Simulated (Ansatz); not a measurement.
# Lattice dynamics of YAlSe3 (model cell, started as cubic perovskite with Al in the octahedra), part 2 of 3

Wanted: phonon frequencies of YAlSe3 (model cell, started as cubic perovskite with Al in the octahedra) and what follows from them.

Ansatz 0.2.0; DFT PBEsol, scalar-relativistic, plane waves, PAW; PAW set soft_1.

So far: Starting point; Bringing the structure to rest. The relaxed cell has a = 4.833 Å (conventional setting).

The structure was built from a prototype and need not be the compound's stable phase.

### Step 3. Tight relaxation

Phonons need a cell at rest on their own settings, so the relaxation is repeated with tight tolerances on forces and stress, using the mesh and the filling of the phonon run that follows.

Contents of input.yaml:

```yaml
crystal:
  lattice:
    - [4.8330682366, 0.0, 0.0]
    - [0.0, 4.8330682366, 0.0]
    - [0.0, 0.0, 4.8330682366]
  atoms:
    - { symbol: "Y", position: [0.0, 0.0, 0.0] }
    - { symbol: Al, position: [0.5, 0.5, 0.5] }
    - { symbol: Se, position: [0.5, 0.5, 0.0] }
    - { symbol: Se, position: [0.5, 0.0, 0.5] }
    - { symbol: Se, position: [0.0, 0.5, 0.5] }
kpoints:
  mp_grid: { grid: [8, 8, 8] }
hamiltonian:
  xc: pbesol
  pseudopotentials: { kind: paw, azcp: { folder: soft_1 }, xc_functional: pbe }
scf:
  occupations: { method: methfessel_paxton, width: 0.2 }
output:
  forces: true
  stress: true
  eigenvalues: true
  write_density: true
  write_potential: true
  elf: true
  volumetric_format: npy
relax:
  adjacent_minimum: "off"
  f_tol: 0.001
  max_steps: 60
  cell: { stress_tol: 0.01 }
```

On the command line:

```console
ansatz run input.yaml --threads 4 --pin off --max-ram 16384MiB --backend cpu --events-out ev --progress --plain --runs-dir out
```

Numbers of over 12 decimals in the logs are rounded to 6 here.

Output:

```text
[...]
Crystal: 5 atoms, lattice volume = 112.893 Å³
Basis set: ecut = 420 eV, 2205 PW (Γ), exchange–correlation on 72×72×72 points (8 copies of the dense FFT grid, shifted against one another)
Bands: 38, of which v1, the nominal top of the filled ones, is band 31 counted from 1 (30 counted from 0)
Symmetry: 48 space group operations
[...]
k-points: 35 of 512
[...]
--- Relaxed structure (2 steps of the walk, 2 accepted, 1 SCFs on fresh bases) ---
[...]
cell:  # Å, volume = 112.8418 Å³
    - [4.832330, 0, 0.0]
    - [0, 4.832330, 0]
    - [0.0, 0, 4.832330]
  atoms:
    - { symbol: Y, position: [0, 0, 0] }
    - { symbol: Al, position: [0.5, 0.5, 0.5] }
    - { symbol: Se, position: [0.5, 0.5, 0] }
    - { symbol: Se, position: [0.5, 0, 0.5] }
    - { symbol: Se, position: [0, 0.5, 0.5] }
[key lines of the parts left out:]
SCF converged after 7 iterations
Free energy (F): -20596.421356 eV
Fermi energy:    9.500456 eV
P = ⅓ Tr σ = 0.0009 GPa (0.009 kbar)
```

It took 8.4 s on 4 threads of Arm Neoverse V1, shared host; peak memory 0.52 GiB; 32 s of CPU time.

Little changed from the start: no atom moved by 0.005 Å and no cell edge by 0.1 %.

Numbers from this step:

```yaml
pressure: 8.51e-4 GPa
volume_per_atom: 22.57 Å³
```

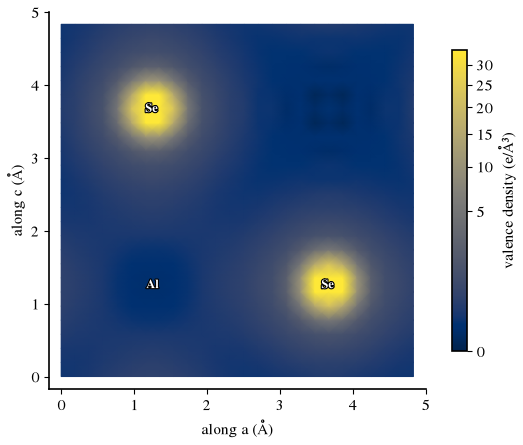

Valence density in the ac plane at fractional y = 0.500, with atoms of Al and Se within 0.2 Å of it. It is the smooth field of the valence electrons, not physical close to the nuclei. The map starts off the cell's origin, so that atoms lie inside it. The colour scale is stretched toward low values.

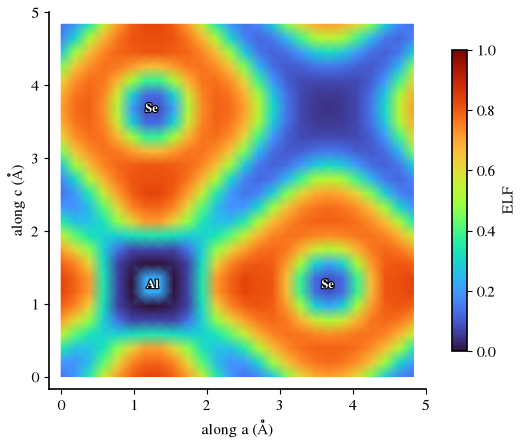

ELF in the ac plane at fractional y = 0.500, with atoms of Al and Se within 0.2 Å of it. It is the smooth field of the valence electrons, not physical close to the nuclei. The map starts off the cell's origin, so that atoms lie inside it.

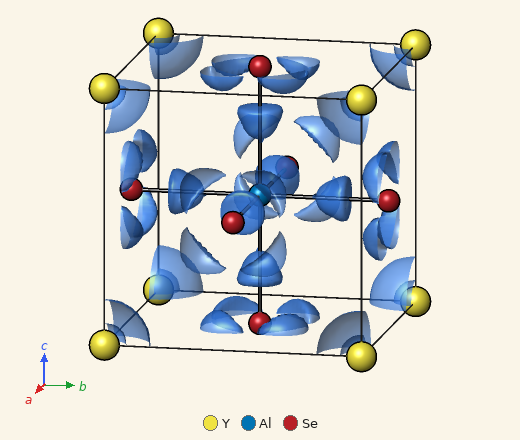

Surface of ELF = 0.79.

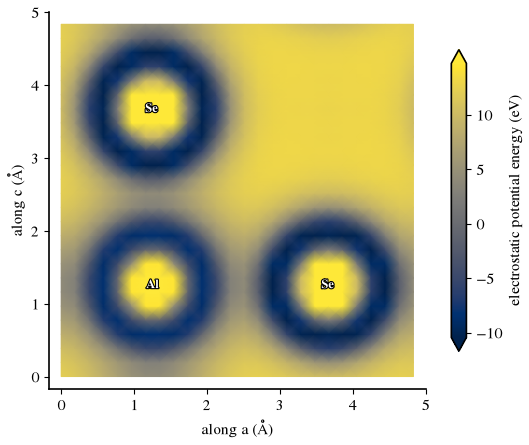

Electrostatic potential energy in the ac plane at fractional y = 0.500, with atoms of Al and Se within 0.2 Å of it. With pseudopotentials it is smooth inside the atoms' cores, unlike the true potential. The map starts off the cell's origin, so that atoms lie inside it.

The forces vanish by symmetry and the pressure is 0.001 GPa, within the tolerances set. The cell now holds 22.57 Å³/atom.

### Step 4. Modes at Γ

The zone centre comes first: it holds the modes that light can see, as far as symmetry allows. No field response is asked, since the mesh shows no gap.

input.yaml, the sections that differ from step 3:

```yaml
crystal:
  lattice:
    - [4.8323304856, 0.0, 0.0]
    - [0.0, 4.8323304856, 0.0]
    - [0.0, 0.0, 4.8323304856]
  atoms:
    - { symbol: "Y", position: [0.0, 0.0, 0.0] }
    - { symbol: Al, position: [0.5, 0.5, 0.5] }
    - { symbol: Se, position: [0.5, 0.5, 0.0] }
    - { symbol: Se, position: [0.5, 0.0, 0.5] }
    - { symbol: Se, position: [0.0, 0.5, 0.5] }
output:
  eigenvalues: true
phonons:
  method: dfpt
# kpoints, hamiltonian, scf: as in step 3
# relax: removed
```

Output:

```text
zone centre: on kpoints.mp_grid the ground state, and the responses unless they are solved on pairs of k-points, stand on 125 of the mesh's 512 k-points, reduced under 8 symmetry operations, with k and −k counted as one. Each operation leaves every solved displacement unchanged or reverses it
[...]
Crystal: 5 atoms, lattice volume = 112.842 Å³
Basis set: ecut = 420 eV, 2205 PW (Γ), exchange–correlation on 72×72×72 points (8 copies of the dense FFT grid, shifted against one another)
Bands: 38, of which v1, the nominal top of the filled ones, is band 31 counted from 1 (30 counted from 0)
Symmetry: 48 space group operations
k-points: 125 of 512 (irreducible under 8 space group operations)
[...]
SCF iter   1: F=—  HF=-20596.788775 eV  |F-HF|=—  |Δ(HF+E_count)|=         —  Δρ=3.10e-2  dr2=1.36e0  ethr=3.10e-3  ⟨swp⟩=6.0  Hψ=18521  notcnv=0
[...]
SCF iter  10: F=-20596.421356 eV  HF=-20596.421356 eV  |F-HF|=1.09e-11  |Δ(HF+E_count)|=  4.73e-11  S|Δr|=    0.00e0  Δρ=8.61e-8  dr2=8.46e-12  ethr=1.00e-12  ⟨swp⟩=9.1  Hψ=25393  notcnv=0
the search or the solves at the SCF's close seem to have found levels that the self-consistency loop had missed (the run counts 6). By its estimate they hold under 1e-12 electrons; where the run keeps them, the occupations were computed again with them
SCF 1 converged in 10 iterations: F = -20596.421356 eV  dr2 = 8.46e-12
[...]
DFPT response loops at Γ: preconditioner auto → Kerker (q_TF=auto, 2.469 Å⁻¹) (partly filled bands, converged f_vac=0.000); β = 1.00, the filter's whole step (`scf.mixing.beta` (0.50) is not read by the response loops under this deck's `scf.mixing.preconditioner`; to damp them name `kerker` or `kerker_dos`, under which they read `scf.mixing.beta`, and type it under 1.00, their step now; both keys bind the ground state too); Broyden in place of MSR1
SCF converged after 10 iterations
[...]
Free energy (F): -20596.421356 eV
[...]
Internal energy: -20596.422449 eV  (E = F + TS)
E sigma→0 (E₀):  -20596.421629 eV
Entropy (-TS):   0.001093 eV (0.219 meV/atom)
Fermi energy:    9.500456 eV
[...]
--- Band table (eV; the first three rows and the last of 125) ---
  k-point 0: bands = [... 27 lower, 8.1021, 8.1496, 8.7361, 8.7361, 8.7361, 10.0625, 10.0625, 10.4406, ... 3 higher]
  k-point 1: bands = [... 27 lower, 7.8777, 8.0854, 8.5992, 8.6103, 8.6103, 10.1920, 10.4775, 10.5227, ... 3 higher]
  k-point 2: bands = [... 27 lower, 7.4272, 7.4272, 8.3687, 8.3687, 9.4111, 10.5222, 10.5726, 11.3724, ... 3 higher]
  k-point 124: bands = [... 27 lower, 8.1871, 9.8958, 9.8958, 9.8958, 10.1610, 11.0432, 11.0432, 11.0432, ... 3 higher]
--- Phonons (Γ-DFPT): 4 representative perturbations + reference, on 125 of 512 k-points (Σ response iterations 12) ---
  k mesh reduced under 8 symmetry operations, with k and −k counted as one. Each operation leaves every solved displacement unchanged or reverses it
  ASR residual: 4.785e-5 → 0.000e0 eV/Å²; symmetrization residual: 6.900e-6 eV/Å²
  ASR residual per site (eV/Å²): 4.78e-5 2.22e-5 2.27e-5 2.27e-5 2.27e-5
  Γ frequencies (cm⁻¹): -126.39 -126.39 -126.39 -106.95 -106.95 -106.95 0.00 0.00 0.00 56.31 56.31 56.31 345.89 345.89 345.89
  non-analytic LO–TO correction: not included (Born effective charges unavailable; polar crystals: no LO–TO splitting at Γ)
```

Wall time 77 s (4 threads); peak memory 1.9 GiB; 4.9 min of CPU time.

This step gave:

| Item | Value |
| --- | --- |
| sum-rule residual before enforcement | 4.78e-5 eV/Å² |
| point group | m-3m |
| highest optical mode at the zone centre (no LO-TO term) | 345.9 cm⁻¹ |
| lowest optical zone-centre mode | -126.4 cm⁻¹ |

Patterns of degenerate modes are one choice out of their space. Modes at Γ, with each element's share of the kinetic energy (negative means imaginary):

| mode | frequency (cm⁻¹) | symmetry | Y % | Al % | Se % |
| --- | --- | --- | --- | --- | --- |
| 1 | -126.4 | T1u | 62 | 1 | 37 |
| 2 | -126.4 | T1u | 62 | 1 | 37 |
| 3 | -126.4 | T1u | 62 | 1 | 37 |
| 4 | -107.0 | T2u | 0 | 0 | 100 |
| 5 | -107.0 | T2u | 0 | 0 | 100 |
| 6 | -107.0 | T2u | 0 | 0 | 100 |
| 7 | 0.0 | acoustic | 25 | 8 | 67 |
| 8 | 0.0 | acoustic | 25 | 8 | 67 |
| 9 | 0.0 | acoustic | 25 | 8 | 67 |
| 10 | 56.3 | T1u | 12 | 31 | 56 |
| 11 | 56.3 | T1u | 12 | 31 | 56 |
| 12 | 56.3 | T1u | 12 | 31 | 56 |
| 13 | 345.9 | T1u | 0 | 60 | 40 |
| 14 | 345.9 | T1u | 0 | 60 | 40 |
| 15 | 345.9 | T1u | 0 | 60 | 40 |

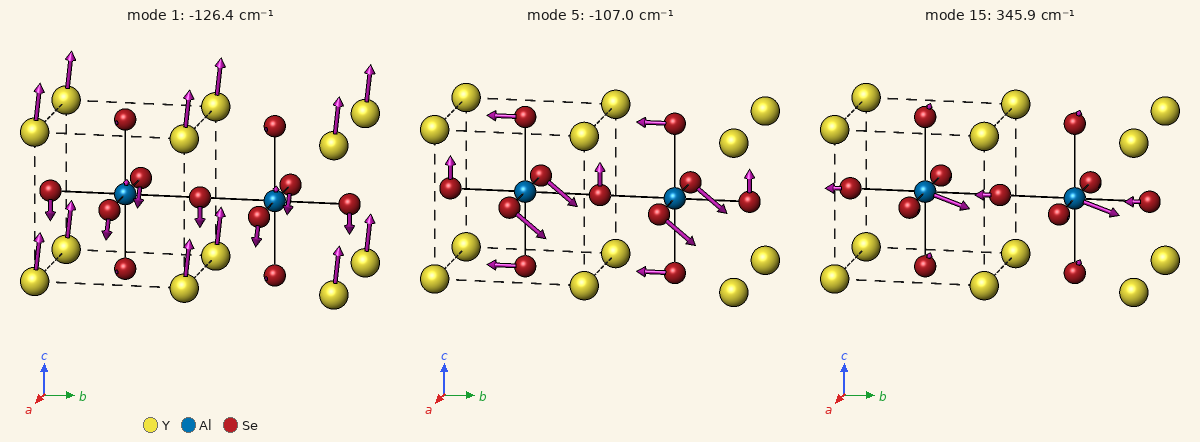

Displacement patterns of modes 1, 5 and 15 at Γ; arrows are exaggerated. 1×2×1 cells are drawn. Some periodic images of atoms are drawn too.

Before it was imposed, the acoustic sum rule was missed by 4.8e-5 eV/Å². Small misses are needed for a sound result but don't prove that mesh and cutoff are converged. The lowest optical mode is imaginary, 126.4i cm⁻¹, so the energy falls along it.

### Step 5. The dispersion

Stability and thermal properties need the whole zone. Linear response on a 2×2×2 q mesh gives force constants as far as a supercell of that size would.

Changes to input.yaml since step 4:

```diff
@@ -22 +22,8 @@
   method: dfpt
+  qmesh: [2, 2, 2]
+  temperatures: { t_max: 1000, t_step: 50 }
+  qpath:
+    path:
+      - [[0.0, 0.0, 0.0], [0.0, 0.5, 0.0], [0.5, 0.5, 0.0], [0.0, 0.0, 0.0], [0.5, 0.5, 0.5], [0.0, 0.5, 0.0]]
+      - [[0.5, 0.5, 0.5], [0.5, 0.5, 0.0]]
+    npoints: 10
```

Output:

```text
[...]
Crystal: 5 atoms, lattice volume = 112.842 Å³
Basis set: ecut = 420 eV, 2205 PW (Γ), exchange–correlation on 72×72×72 points (8 copies of the dense FFT grid, shifted against one another)
Bands: 38, of which v1, the nominal top of the filled ones, is band 31 counted from 1 (30 counted from 0)
Symmetry: 48 space group operations
k-points: 35 of 512
[...]
SCF iter   1: F=—  HF=-20596.788762 eV  |F-HF|=—  |Δ(HF+E_count)|=         —  Δρ=3.10e-2  dr2=1.36e0  ethr=3.10e-3  ⟨swp⟩=6.2  Hψ=5194  notcnv=0
[...]
SCF iter  10: F=-20596.421356 eV  HF=-20596.421356 eV  |F-HF|=1.09e-11  |Δ(HF+E_count)|=  4.37e-11  S|Δr|=    0.00e0  Δρ=8.56e-8  dr2=8.42e-12  ethr=1.00e-12  ⟨swp⟩=8.7  Hψ=7016  notcnv=0
[...]
SCF 1 converged in 10 iterations: F = -20596.421356 eV  dr2 = 8.42e-12
[...]
SCF iter   1: F=—  HF=-20596.421356 eV  |F-HF|=—  |Δ(HF+E_count)|=         —  Δρ=2.04e-7  dr2=5.39e-11  ethr=1.93e-8  ⟨swp⟩=3.6  Hψ=8914  notcnv=0
eigensolver tolerance schedule: the retry pair's looser diagonalisation over-reported the residual by 221431.15 of it (diagonalisation noise at an unbounded share of the residual, at the tolerance the schedule requests for it); recorded, not acted on — ethr = c·dr2/N_el stays at c = 1.0e-1
[...]
SCF iter   2: F=—  HF=-20596.421356 eV  |F-HF|=—  |Δ(HF+E_count)|=   2.22e-7  S|Δr|=    0.00e0  Δρ=1.01e-7  dr2=1.60e-11  ethr=1.00e-12  ⟨swp⟩=3.0  Hψ=3248  notcnv=0
SCF iter   3: F=-20596.421356 eV  HF=-20596.421356 eV  |F-HF|=3.64e-12  |Δ(HF+E_count)|=    0.00e0  S|Δr|=    0.00e0  Δρ=7.79e-8  dr2=8.93e-12  ethr=1.00e-12  ⟨swp⟩=3.4  Hψ=3001  notcnv=0
SCF 2 converged in 3 iterations: F = -20596.421356 eV  dr2 = 8.93e-12
[...]
phonons: the bands overlap, so this run is a metal and interpolates without the dipole-dipole term. If the crystal is really an insulator or semiconductor, its LO-TO splitting is missing
NSCF: frozen V_eff on 35 k-points
[...]
DFPT response loops at q = (0, 0, 0) (fractional): preconditioner auto → Kerker (q_TF=auto, 2.469 Å⁻¹) (partly filled bands, converged f_vac=0.000); β = 1.00, the filter's whole step (`scf.mixing.beta` (0.50) is not read by the response loops under this deck's `scf.mixing.preconditioner`; to damp them name `kerker` or `kerker_dos`, under which they read `scf.mixing.beta`, and type it under 1.00, their step now; both keys bind the ground state too); Broyden in place of MSR1
[...]
SCF converged after 10 iterations
[...]
Free energy (F): -20596.421356 eV
[...]
Internal energy: -20596.422449 eV  (E = F + TS)
E sigma→0 (E₀):  -20596.421629 eV
Entropy (-TS):   0.001093 eV (0.219 meV/atom)
Fermi energy:    9.500456 eV
[...]
--- Band table (eV; the first three rows and the last of 35) ---
  k-point 0: bands = [... 27 lower, 8.1021, 8.1496, 8.7361, 8.7361, 8.7361, 10.0625, 10.0625, 10.4406, ... 3 higher]
  k-point 1: bands = [... 27 lower, 7.8777, 8.0854, 8.5992, 8.6103, 8.6103, 10.1920, 10.4775, 10.5227, ... 3 higher]
  k-point 2: bands = [... 27 lower, 7.4272, 7.4272, 8.3687, 8.3687, 9.4111, 10.5222, 10.5726, 11.3724, ... 3 higher]
  k-point 34: bands = [... 27 lower, 8.1871, 9.8958, 9.8958, 9.8958, 10.1610, 11.0432, 11.0432, 11.0432, ... 3 higher]
--- Phonons (Γ-DFPT): 4 representative perturbations + reference (Σ response iterations 12) ---
  ASR residual: 4.194e-5 → 0.000e0 eV/Å²; symmetrization residual: 6.833e-6 eV/Å²
  ASR residual per site (eV/Å²): 4.19e-5 2.30e-5 2.36e-5 2.36e-5 2.36e-5
[...]
--- Phonons (arbitrary-q DFPT): 4 irreducible q on the 2×2×2 mesh ---
  q = [0.0000, 0.0000, 0.0000] (star 1, of the zone-centre solve; hermiticity 1.00e-6, symmetrization 7.85e-12): -126.39 -126.39 -126.39 -106.95 -106.95 -106.95 -0.00 -0.00 -0.00 56.31 56.31 56.31 345.89 345.89 345.89
  q = [0.0000, 0.0000, -0.5000] (star 3, 9 solved perturbations in 975 linear systems a pass and spin channel, the states on 125 of 512 k-point pairs; hermiticity 5.77e-7, symmetrization 3.65e-12): -116.50 -116.50 -96.11 -75.02 -75.02 22.95 22.95 49.78 52.23 86.64 86.64 227.33 322.11 344.75 344.75
[...]
sum rule: each row above includes the acoustic sum rule's correction from the zone centre's row sums; it moved no ω² by more than (0.48 cm⁻¹)²
  mesh force constants: q→R imaginary residual 6.47e-18; ASR residual 4.194e-5 → 0.000e0 eV/Å²; symmetrization residual 8.882e-15 eV/Å²
  interpolated dispersion: 62 rows × 15 modes
  density of states and harmonic sums: on the 14×14×14 q-mesh, interpolated from the force constants of a 2×2×2 supercell (no non-analytic term)
  largest difference from the sums on the solved wave vectors: F 5.88e-2 eV, S 6.24e-5 and C_V 2.64e-5 eV/K
  zero-point energy: 0.105632 eV/cell   skipped modes (ω ≤ 0): 712, of them read as no rigid motion or as one in doubt: 709 (5.935e0 modes/cell left out, lowest -166.68 cm⁻¹)   left out of the sums: 3.96e-1 of the cell's modes: C_V's classical limit lies that fraction below 3 k_B per atom; for a crystal, a wire or a layer, F and S can be off by more, and a phonons.interpolated_qmesh denser along its periods is the remedy for the sampling
```

Wall time 6 min (4 threads); peak memory 1.6 GiB; 23 min of CPU time.

This step gave:

```yaml
sum_rule_residual_before_enforcement: 4.19e-5 eV/Å²
lowest_frequency_on_the_path: -166.7 cm⁻¹
highest_frequency_on_the_path_or_at_a_solved_wavevector: 353.8 cm⁻¹
lowest_mode_on_the_q_mesh_acoustic_modes_at_gamma_apart: -166.7 cm⁻¹
```

(Part 2 of 3 ends here.)

[Logs are printed without paths, hosts, clocks, repeated set-up lines and the standing remarks that a program may print on its own settings, such as how far it seeks lower states.]

[Hosts, paths, dates, database ids (printed as entryN), source tags and the programs' standing remarks are cut or masked in the printed files.]
